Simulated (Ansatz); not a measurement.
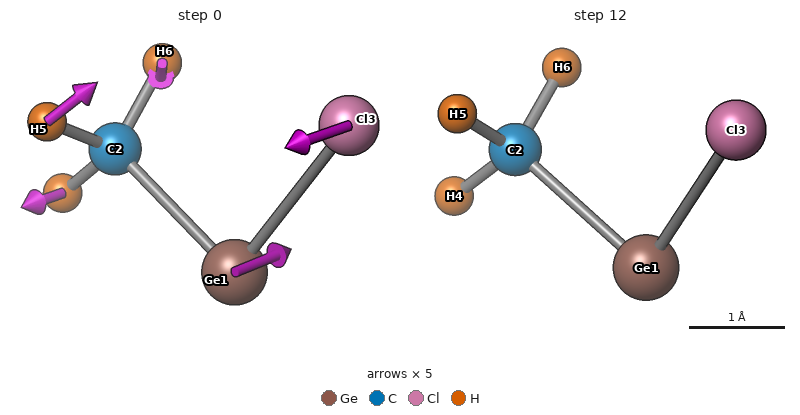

The structure of CH₃ClGe before (left) and after (right) a relaxation, at one scale. The purple arrows give the displacements, magnified 5 times.

The picture is a ball-and-stick view, seen from a free direction.

It is one of the separated reactants of a reaction.

All numbers below come from RKS PBE0-D4/def2-TZVP in Ansatz 0.2.0.

Input file:
```yaml
crystal:
  periodic: [false, false, false]
  atoms:
    - {symbol: Ge, position_ang: [-0.144084, 0.316834, -1.323710]}
    - {symbol: C, position_ang: [1.207992, 0.078713, 0.111357]}
    - {symbol: Cl, position_ang: [-1.488800, 1.684676, -0.132912]}
    - {symbol: H, position_ang: [1.864183, -0.765729, -0.112225]}
    - {symbol: H, position_ang: [1.815254, 0.991497, 0.129469]}
    - {symbol: H, position_ang: [0.760170, -0.046858, 1.097515]}
basis:
  gaussian: {orbitals: def2-TZVP}
hamiltonian: {xc: pbe0, dispersion: d4}
relax: {f_tol: 0.005, max_steps: 200}
```

Launched with:
```bash
ansatz run in.yaml --threads 4 --pin off --events-out ev --progress --plain --max-ram 9574MiB
```

Question: Describe what moved and what it gained.

Answer: The largest move after the best rigid fit is that of Cl3, 0.18 Å. Largest moves by element: Cl 0.18 Å, Ge 0.18 Å, H 0.14 Å, C 0.01 Å. Some distances before and after: Ge1–Cl3 2.258 → 2.199 Å. Bond angles that change, for instance: Ge1–C2–H6 112.8° → 109.5°, Ge1–C2–H5 106.8° → 109.5°. Over 10 accepted moves (12 points after the start) the energy falls by 0.60 kcal/mol. The largest force component goes from 0.48 to 0.00059 eV/Å. The line search rejected the trial steps at points 6, 11 of the run. Cost: 35 s on 4 threads of Intel Xeon @ 2.50GHz, with other jobs on the host.
